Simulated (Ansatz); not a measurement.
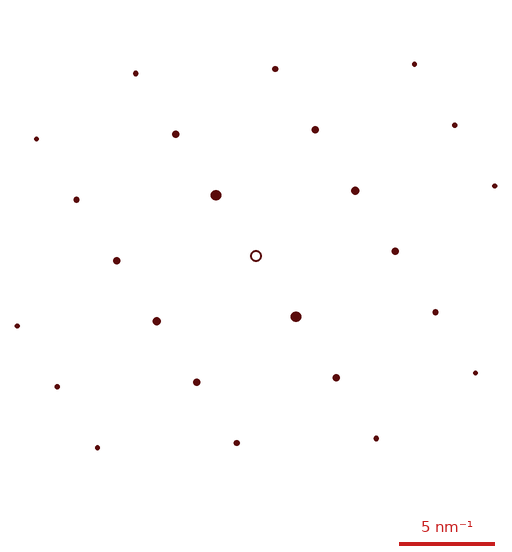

The pattern is a kinematic simulation for 80 kV electrons (no multiple scattering; isotropic B = 0.5 Å²).

Phase: Ce, space group Fm-3m (No. 225), a = 4.510 Å. Structure: the input geometry of an electronic-structure calculation (not necessarily at equilibrium).

> Which low-index zone axis gives this pattern?

The spots form a rectangular net whose two shortest vectors correspond to d = 2.60 Å and 1.59 Å, 90.0° apart. They index as -1 1 1 and 0 -2 2, so the zone axis is [211] (or an equivalent direction of <211>).
